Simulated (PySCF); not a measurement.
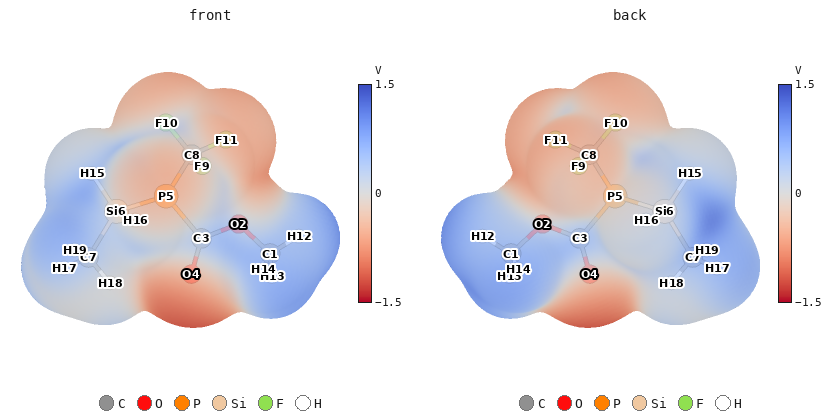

C4H8F3O2PSi (SMILES COC(=O)P([SiH2]C)C(F)(F)F). The electrostatic potential painted on the density surface at 0.001 e/bohr³, seen from the front and from behind; red is negative and blue positive.

Geometry: GFN2-xTB.

The calculation used PBE0/pcSseg-1, SCF density, gas phase, non-relativistic in PySCF.

```yaml
atoms:
  - { symbol: C, position_ang: [3.1633, 0.2127, -0.2197] }
  - { symbol: O, position_ang: [1.8783, 0.7303, 0.1141] }
  - { symbol: C, position_ang: [0.9736, -0.1297, 0.5523] }
  - { symbol: O, position_ang: [1.1322, -1.3115, 0.7120] }
  - { symbol: P, position_ang: [-0.5830, 0.7329, 0.9977] }
  - { symbol: Si, position_ang: [-1.9789, -0.4999, -0.3274] }
  - { symbol: C, position_ang: [-2.1715, -2.1408, 0.5963] }
  - { symbol: C, position_ang: [-0.4202, 2.1790, -0.1920] }
  - { symbol: F, position_ang: [-0.0530, 1.8382, -1.4418] }
  - { symbol: F, position_ang: [-1.6111, 2.7924, -0.3174] }
  - { symbol: F, position_ang: [0.4447, 3.1078, 0.2210] }
  - { symbol: H, position_ang: [3.7877, 1.0767, -0.4302] }
  - { symbol: H, position_ang: [3.5632, -0.3634, 0.6161] }
  - { symbol: H, position_ang: [3.0894, -0.4316, -1.0975] }
  - { symbol: H, position_ang: [-3.1999, 0.3115, -0.3798] }
  - { symbol: H, position_ang: [-1.4049, -0.6666, -1.6694] }
  - { symbol: H, position_ang: [-2.8098, -2.8271, 0.0495] }
  - { symbol: H, position_ang: [-1.2017, -2.6134, 0.7347] }
  - { symbol: H, position_ang: [-2.6081, -1.9882, 1.5802] }
```

> Describe the electrostatic potential map.

The most negative region (about −1.1 V, or −25 kcal/mol for a unit charge) lies over O4, the most positive (about +1.1 V, or +25 kcal/mol for a unit charge) over Si6. O4 is the likeliest acceptor of a hydrogen bond.
